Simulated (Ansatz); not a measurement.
The relaxed structure here is a generated cell of TaN: the first start was made by a random draw of sites in a space group, and the end was not matched to a known phase here, so it may be hypothetical. Known forms of TaN include space group No. 225.

One stationary structure of TaN. Space group Immm (No. 71). Level of theory: r2SCAN (plane waves to 500 eV, PAW, scalar-relativistic; Ansatz, an electronic-structure program).

Space group Immm (No. 71); a = 2.8728 Å, b = 3.4998 Å, c = 9.7427 Å, α = β = γ = 90.00°

```tsv
atom	site	symmetry	x	y	z
N	4h	m2m	0.0000	0.1956	0.5000
Ta	4i	mm2	0.0000	0.0000	0.1384
```
(The calculation used a cell of 4 atoms; values per cell refer to that cell.)

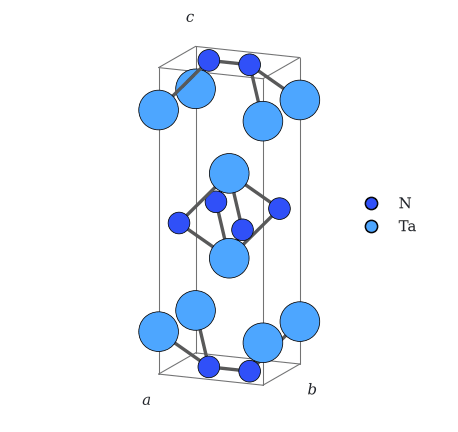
*The conventional cell of the relaxed structure*

| Item | Value |
|---|---|
| Volume per atom | 12.24 Å³ |
| Band gap | no gap (metallic) |
| Shortest distances | N–N 1.37 Å; N–Ta 2.24 Å; Ta–Ta 2.70 Å |
| k-mesh | 19×19×19 |

Band energies at high-symmetry points (eV from the Fermi level; labels of this space group; no spin-orbit coupling), from −5 eV up to 2.5 eV:

```
point                                      energies
-----  --------------------------------------------
Γ      -4.72 -2.90 -2.07 -1.59 -1.38 0.88 0.92 1.13
X          -3.65 -2.41 -2.34 -1.43 -1.22 -1.07 0.05
F2          -4.18 -3.82 -3.29 -1.84 -1.45 0.73 1.80
Σ0          -4.18 -3.82 -3.29 -1.84 -1.45 0.73 1.80
Y0           -3.21 -2.71 -2.35 -1.67 0.94 1.66 1.96
U0           -3.21 -2.71 -2.35 -1.67 0.94 1.66 1.96
R           -4.30 -3.56 -2.77 -2.17 -1.30 0.50 0.92
W                      -3.47 -1.63 -1.09 -0.35 1.06
```

The relaxed cell holds bonded N–N pairs (1.37 Å). No spin polarisation in the result.

The run could not lose the symmetry of its start, so the end can be a saddle point.
